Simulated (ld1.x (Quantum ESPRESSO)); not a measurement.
**A TM potential for Si, from input to tests**

Aim: build the potential from the settings below, then test how well it stands in for the atom: other configurations, scattering, ghost states and the plane-wave cutoff that it needs.

Method: ld1.x (Quantum ESPRESSO) 7.5, PBEsol, scalar-relativistic.

**1. Settings**

The settings as typed:

- element: silicon (Si, Z = 14)
- type: norm-conserving Troullier–Martins (Kleinman–Bylander form)
- frozen core: [Ne]
- valence charge: 4
- reference configuration: 3s1.5 3p2.5
- partial waves: 3p (bound): rc 1.85 bohr; 3d channel at 0.45 Ry: rc 1.60 bohr; 3s (bound): rc 1.85 bohr
- local potential: the s channel
- core correction: not asked for

An earlier all-electron run gives the scale for the radii.

All-electron outer shells of the reference configuration (PBEsol, scalar-relativistic, ld1.x):

```json
{"shell": "2s", "level (eV)": "-139.97", "outermost node (bohr)": "0.15", "outermost maximum (bohr)": "0.45"}
{"shell": "2p", "level (eV)": "-96.26", "outermost node (bohr)": "–", "outermost maximum (bohr)": "0.39"}
{"shell": "3s", "level (eV)": "-11.15", "outermost node (bohr)": "0.72", "outermost maximum (bohr)": "1.77"}
{"shell": "3p", "level (eV)": "-4.36", "outermost node (bohr)": "0.72", "outermost maximum (bohr)": "2.14"}
```

**2. The generation run**

Si.in

```
 &input
   title='Si', zed=14., rel=1, dft='PBESOL', iswitch=3,
   config='[Ne] 3s1.5 3p2.5 3d-2',
   nld=3, rlderiv=2.00, eminld=-3.0, emaxld=5.0, deld=0.02
 /
 &inputp
   pseudotype=2, tm=.true., lloc=0,
   nlcc=.false.,
   file_pseudopw='Si.UPF', file_wfcaegen='ae.wfc', file_wfcncgen='nc.wfc', file_beta='beta', file_chi='chi'
 /
3
3P  2  1   2.50   0.00  1.85  1.85  0.0
3D  3  2  -2.00   0.45  1.60  1.60  0.0
3S  1  0   1.50   0.00  1.85  1.85  0.0
 &test
   configts(1)='3s1.5 3p2.5'
 /
```

Launch:

```bash
$ ld1.x < Si.in > Si.out
```

What the program wrote to Si.out (without the banner and most projector matrices):

```text
     Program LD1 v.7.5
     --------------------------- All-electron run ----------------------------

     Si
     scalar relativistic calculation

     atomic number is 14.00
     dft =PBESOL   lsd =0 sic =0 latt =0  beta=0.20 tr2=1.0E-14
     Exchange-correlation= PBESOL
                           (   1   4  10   8   0   0   0)
     mesh =1141 r(mesh) = 100.57892 a.u. xmin = -7.00 dx = 0.01250
     1 Ry =  13.60569312 eV, c = 137.03599908

     n l     nl                  e(Ry)          e(Ha)          e(eV)
     1 0     1S 1( 2.00)      -131.0628       -65.5314     -1783.1999
     2 0     2S 1( 2.00)       -10.2877        -5.1439      -139.9717
     2 1     2P 1( 6.00)        -7.0752        -3.5376       -96.2624
     3 0     3S 1( 1.50)        -0.8198        -0.4099       -11.1542
     3 1     3P 1( 2.50)        -0.3204        -0.1602        -4.3599

     final scf error:  5.4E-15 reached in  20 iterations

     Etot =    -578.349652 Ry,    -289.174826 Ha,   -7868.847876 eV

     Ekin =     579.646940 Ry,     289.823470 Ha,    7886.498387 eV
     Encl =   -1381.238764 Ry,    -690.619382 Ha,  -18792.710747 eV
     Eh   =     263.377109 Ry,     131.688555 Ha,    3583.428126 eV
     Exc  =     -40.134937 Ry,     -20.067469 Ha,    -546.063642 eV

     normalization and overlap integrals

     s(1S/1S) =  1.000000  <r> =   0.1114  <r2> =    0.0167  r(max) =   0.0723
     s(2S/2S) =  1.000000  <r> =   0.5687  <r2> =    0.3866  r(max) =   0.4543
     s(2P/2P) =  1.000000  <r> =   0.5378  <r2> =    0.3651  r(max) =   0.3861
     s(3S/3S) =  1.000000  <r> =   2.1510  <r2> =    5.3882  r(max) =   1.7744
     s(3P/3P) =  1.000000  <r> =   2.7460  <r2> =    9.0488  r(max) =   2.1403

     ------------------------ End of All-electron run ------------------------

     --------------------- Generating NC pseudopotential ---------------------

      Generating local pot.: lloc=0, matching radius rcloc =   1.8500

      Wfc   3P  rcut= 1.842  Using Troullier-Martins method

      Wfc   3D  rcut= 1.586  Using Troullier-Martins method

     ------------------- End of pseudopotential generation -------------------

     [... the all-electron block is printed once more ...]


     Computing logarithmic derivative in   1.99813
     Message from routine run_pseudo:
     Warning: convergence not achieved
     Computing logarithmic derivative in   1.99813
     Computing the partial wave expansion
       no projector for channel:   0
     R is outside the sphere for l=    1 j= 0.00
     R is outside the sphere for l=    2 j= 0.00

     ---------------------- Testing the pseudopotential ----------------------

     Si
     scalar relativistic calculation

     atomic number is 14.00   valence charge is  4.00
     dft =PBESOL   lsd =0 sic =0 latt =0  beta=0.20 tr2=1.0E-14
     mesh =1141 r(mesh) = 100.57892 xmin = -7.00 dx = 0.01250

     n l     nl             e AE (Ry)        e PS (Ry)    De AE-PS (Ry)
     1 0     3S   1( 1.50)       -0.81982       -0.81983        0.00000
     2 1     3P   1( 2.50)       -0.32044       -0.32044       -0.00000

     eps = 1.2E-13  iter =201

     Etot =    -578.349652 Ry,    -289.174826 Ha,   -7868.847876 eV
     Etotps =    -7.221743 Ry,      -3.610871 Ha,     -98.256818 eV

     Ekin =       2.744495 Ry,       1.372248 Ha,      37.340759 eV
     Encl =     -13.659824 Ry,      -6.829912 Ha,    -185.851370 eV
     Ehrt =       5.758740 Ry,       2.879370 Ha,      78.351648 eV
     Ecxc =      -1.899844 Ry,      -0.949922 Ha,     -25.848698 eV
     Epseu=      -0.165310 Ry,      -0.082655 Ha,      -2.249157 eV

     ---------------------- End of pseudopotential test ----------------------
```

It took 2.1 s on 1 thread, shared host. (Generation and the later configuration tests together.)

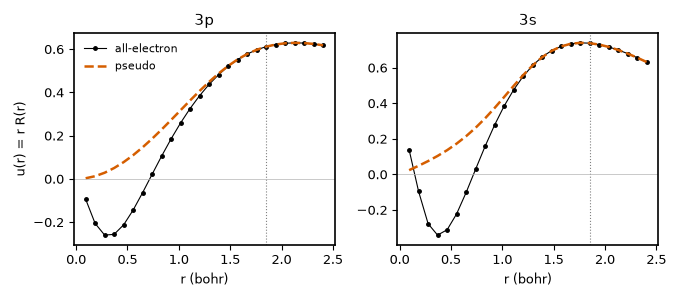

Bound waves of the atom and their pseudo partners (3p, 3s), with the matching radii dotted. The curves join 26 sampled radii.

**3. Configuration tests**

Si.test.in

```
 &input
   title='Si', zed=14., rel=1, dft='PBESOL', iswitch=2,
   config='[Ne] 3s1.5 3p2.5 3d-2'
 /
 &test
   file_pseudo='Si.UPF', nconf=8,
   configts(1)='3s1.5 3p2.5',
   configts(2)='3s2 3p2',
   configts(3)='3s2 3p1',
   configts(4)='3s2 3p0',
   configts(5)='3s0 3p4',
   configts(6)='3s1 3p3',
   configts(7)='3s1 3p0',
   configts(8)='3s2 3p2.3'
 /
```

Launch:

```bash
$ ld1.x < Si.test.in > Si.test.out
```

Si.test.out, the pseudopotential blocks, each with the warnings that came before it:

```text
     ---------------------- Testing the pseudopotential ----------------------

     Si
     scalar relativistic calculation

     atomic number is 14.00   valence charge is  4.00
     dft =PBESOL   lsd =0 sic =0 latt =0  beta=0.20 tr2=1.0E-14
     mesh =1141 r(mesh) = 100.57892 xmin = -7.00 dx = 0.01250

     n l     nl             e AE (Ry)        e PS (Ry)    De AE-PS (Ry)
     1 0     3S   1( 1.50)       -0.81982       -0.81983        0.00000
     2 1     3P   1( 2.50)       -0.32044       -0.32044       -0.00000

     eps = 9.4E-15  iter = 89

     Etot =    -578.349652 Ry,    -289.174826 Ha,   -7868.847876 eV
     Etotps =    -7.221743 Ry,      -3.610871 Ha,     -98.256818 eV

     Ekin =       2.744495 Ry,       1.372248 Ha,      37.340759 eV
     Encl =     -13.659824 Ry,      -6.829912 Ha,    -185.851370 eV
     Ehrt =       5.758740 Ry,       2.879370 Ha,      78.351648 eV
     Ecxc =      -1.899844 Ry,      -0.949922 Ha,     -25.848698 eV
     Epseu=      -0.165310 Ry,      -0.082655 Ha,      -2.249157 eV

     ---------------------- End of pseudopotential test ----------------------

     Warning: convergence not achieved
     ---------------------- Testing the pseudopotential ----------------------

     Si
     [...]
     n l     nl             e AE (Ry)        e PS (Ry)    De AE-PS (Ry)
     1 0     3S   1( 2.00)       -0.79147       -0.79173        0.00026
     2 1     3P   1( 2.00)       -0.29819       -0.29827        0.00008

     eps = 1.1E-13  iter =201

     Etot =    -578.597829 Ry,    -289.298915 Ha,   -7872.224505 eV
     Etotps =    -7.469976 Ry,      -3.734988 Ha,    -101.634198 eV
     dEtot_ae =      -0.248178 Ry
     dEtot_ps =      -0.248233 Ry,   Delta E=       0.000055 Ry

     [...]
     ---------------------- End of pseudopotential test ----------------------

     ---------------------- Testing the pseudopotential ----------------------

     Si
     [...]
     n l     nl             e AE (Ry)        e PS (Ry)    De AE-PS (Ry)
     1 0     3S   1( 2.00)       -1.39551       -1.39521       -0.00030
     2 1     3P   1( 1.00)       -0.85454       -0.85431       -0.00023

     eps = 7.3E-15  iter =193

     Etot =    -578.030952 Ry,    -289.015476 Ha,   -7864.511746 eV
     Etotps =    -6.903101 Ry,      -3.451551 Ha,     -93.921478 eV
     dEtot_ae =       0.318700 Ry
     dEtot_ps =       0.318642 Ry,   Delta E=       0.000058 Ry

     [...]
     ---------------------- End of pseudopotential test ----------------------

     Warning: convergence not achieved
     ---------------------- Testing the pseudopotential ----------------------

     Si
     [...]
     n l     nl             e AE (Ry)        e PS (Ry)    De AE-PS (Ry)
     1 0     3S   1( 2.00)       -2.09391       -2.09207       -0.00184
     2 1     3P   1( 0.00)       -1.50483       -1.50363       -0.00121

     eps = 4.4E-13  iter =201

     Etot =    -576.857661 Ry,    -288.428831 Ha,   -7848.548313 eV
     Etotps =    -5.730418 Ry,      -2.865209 Ha,     -77.966310 eV
     dEtot_ae =       1.491990 Ry
     dEtot_ps =       1.491325 Ry,   Delta E=       0.000665 Ry

     [...]
     ---------------------- End of pseudopotential test ----------------------

     ---------------------- Testing the pseudopotential ----------------------

     Si
     [...]
     n l     nl             e AE (Ry)        e PS (Ry)    De AE-PS (Ry)
     1 0     3S   1( 0.00)       -0.89550       -0.89474       -0.00076
     2 1     3P   1( 4.00)       -0.38013       -0.37975       -0.00038

     eps = 3.2E-16  iter = 11

     Etot =    -577.588223 Ry,    -288.794112 Ha,   -7858.488120 eV
     Etotps =    -6.460675 Ry,      -3.230337 Ha,     -87.901957 eV
     dEtot_ae =       0.761428 Ry
     dEtot_ps =       0.761068 Ry,   Delta E=       0.000360 Ry

     [...]
     ---------------------- End of pseudopotential test ----------------------

     Warning: convergence not achieved
     ---------------------- Testing the pseudopotential ----------------------

     Si
     [...]
     n l     nl             e AE (Ry)        e PS (Ry)    De AE-PS (Ry)
     1 0     3S   1( 1.00)       -0.84646       -0.84616       -0.00031
     2 1     3P   1( 3.00)       -0.34141       -0.34131       -0.00010

     eps = 4.9E-14  iter =201

     Etot =    -578.098533 Ry,    -289.049266 Ha,   -7865.431232 eV
     Etotps =    -6.970670 Ry,      -3.485335 Ha,     -94.840792 eV
     dEtot_ae =       0.251119 Ry
     dEtot_ps =       0.251073 Ry,   Delta E=       0.000045 Ry

     [...]
     ---------------------- End of pseudopotential test ----------------------

     Warning: convergence not achieved
     ---------------------- Testing the pseudopotential ----------------------

     Si
     [...]
     n l     nl             e AE (Ry)        e PS (Ry)    De AE-PS (Ry)
     1 0     3S   1( 1.00)       -2.89271       -2.88356       -0.00915  !
     2 1     3P   1( 0.00)       -2.25619       -2.25043       -0.00576  !

     eps = 1.9E-13  iter =201

     Etot =    -574.366136 Ry,    -287.183068 Ha,   -7814.649383 eV
     Etotps =    -3.243382 Ry,      -1.621691 Ha,     -44.128465 eV
     dEtot_ae =       3.983516 Ry
     dEtot_ps =       3.978361 Ry,   Delta E=       0.005155 Ry

     [...]
     ---------------------- End of pseudopotential test ----------------------

     Warning: convergence not achieved
     ---------------------- Testing the pseudopotential ----------------------

     Si
     [...]
     n l     nl             e AE (Ry)        e PS (Ry)    De AE-PS (Ry)
     1 0     3S   1( 2.00)       -0.63651       -0.63681        0.00029
     2 1     3P   1( 2.30)       -0.15663       -0.15671        0.00008

     eps = 7.8E-13  iter =201

     Etot =    -578.665689 Ry,    -289.332845 Ha,   -7873.147788 eV
     Etotps =    -7.537863 Ry,      -3.768932 Ha,    -102.557856 eV
     dEtot_ae =      -0.316038 Ry
     dEtot_ps =      -0.316120 Ry,   Delta E=       0.000083 Ry

     [...]
     ---------------------- End of pseudopotential test ----------------------
```

Excitation and ionisation energies from 3s1.5 3p2.5, with the error of the potential. A star marks tests that logged a warning.

```tsv
valence configuration	charge	ΔE all-electron (eV)	error AE − PS (meV)
3s2 3p2 *	0	-3.377	+0.7
3s2 3p1	+1	4.336	+0.8
3s2 3p0 *	+2	20.300	+9.0
3s0 3p4	0	10.360	+4.9
3s1 3p3 *	0	3.417	+0.6
3s1 3p0 *	+3	54.198	+70
3s2 3p2.3 *	-0.3	-4.300	+1.1
```

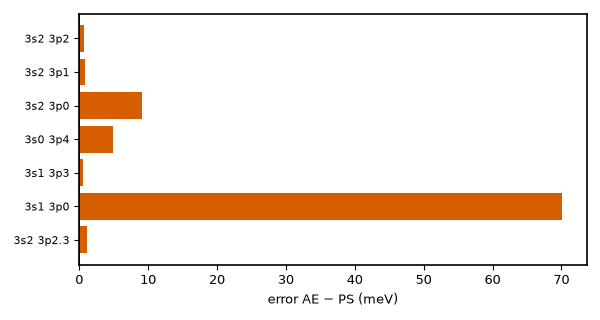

Error of the potential in each test configuration.

**4. Does it scatter like the atom?**

Taken from the files of the generation run. The phase is arctan(r·u′/u) with u = r·R, unwrapped, with energies in Ry. A pole is an energy at which the radial function vanishes at the test radius. The pseudo phase is shifted by a multiple of π to meet the all-electron one at the reference energy. Levels narrower than the energy grid can be missing from the poles. The last column is the largest difference on the grid between −1 and +1 Ry.

| channel | radius (bohr) | reference (Ry) | poles AE | poles PS | window around the reference with phases within 0.05 rad (Ry) | largest difference near zero (rad) |
| --- | --- | --- | --- | --- | --- | --- |
| s | 2.00 | -0.82 | 2.06 | 1.90 | below 3.7 | 0.008 |
| p | 2.00 | -0.32 | 3.02 | 2.69 | below 3.6 | 0.014 |
| d | 2.00 | 0.45 | 3.62 | 3.71 | the whole range | 0.001 |

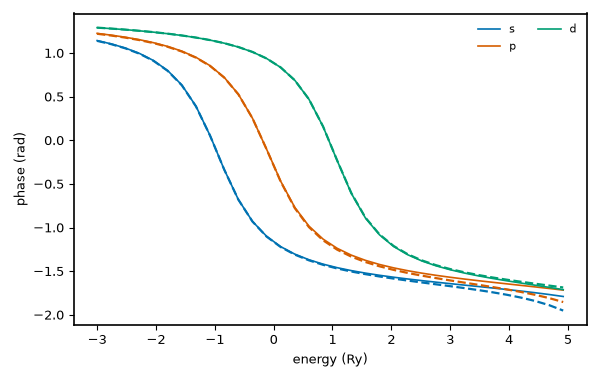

All-electron (solid) and pseudo (dashed) phases against energy.

**5. Plane-wave convergence, by spherical Bessel functions**

This step uses the generator's waves and projectors in a separate script. Basis: spherical Bessel functions vanishing at 20 bohr, q² up to the cutoff; potential fixed at the reference.

All-electron valence levels (Ry): 3p -0.3204, 3s -0.8198. The lowest levels of each channel (Ry) by cutoff; the last column sums, over occupied levels, occupation times the distance from the level at 400 Ry. A positive value at high cutoff is not a bound level.

```csv
cutoff (Ry),p #1,d #1,s #1,f #1,Σ f·Δε (mRy)
8,-0.3198,0.0563,-0.7898,0.1101,46.6
12,-0.3200,0.0561,-0.8136,0.1101,10.6
15,-0.3202,0.0561,-0.8163,0.1101,5.9
18,-0.3204,0.0560,-0.8167,0.1101,4.9
25,-0.3204,0.0559,-0.8174,0.1101,3.7
35,-0.3204,0.0558,-0.8194,0.1101,0.7
45,-0.3204,0.0558,-0.8197,0.1101,0.2
400,-0.3204,0.0558,-0.8198,0.1101,0.0
```

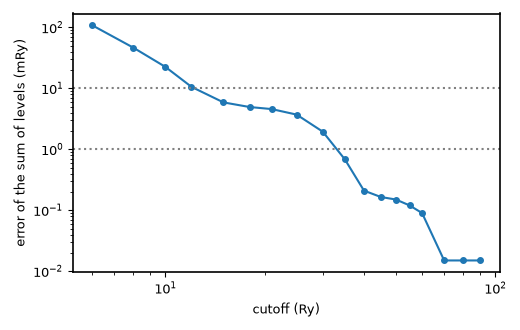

Occupation-weighted error of the valence levels against the cutoff; the dotted lines mark 10 and 1 mRy.

The sum stays within 10 mRy from 15 Ry and within 1 mRy from 35 Ry. The sum leaves out empty levels, which can need more. Ghost test: no level below the all-electron spectrum of its channel (p, d, s, f tested).

**6. Outcome**

```
                                                quantity                                                 value
               cutoffs for 10 and 1 mRy, occupied levels                                       15 Ry and 35 Ry
                                            bound ghosts                                            none found
                            largest test error (AE − PS)  +70 meV, for 3s1 3p0 (one of 5 tests with a warning)
largest phase difference near zero energy, channels read                                             0.014 rad
```

By total energies transferability is fair: the largest error is 70 meV on 54.2 eV, for 3s1 3p0. That test lies far up in energy; among those under 40 eV, nearer to bonding, the largest error is 9.0 meV. By its cutoff, 15 Ry for the looser tolerance, it is soft on the atom at that tolerance. The slowest occupied level is 3s: taken alone it needs 35 Ry to come within 1 mRy, against 8 Ry for 3p. It is free of bound ghosts as far as tested. Near zero energy the phases of the channels with partial waves agree within 0.014 rad. These are tests on the free atom; a crystal test is still owed.
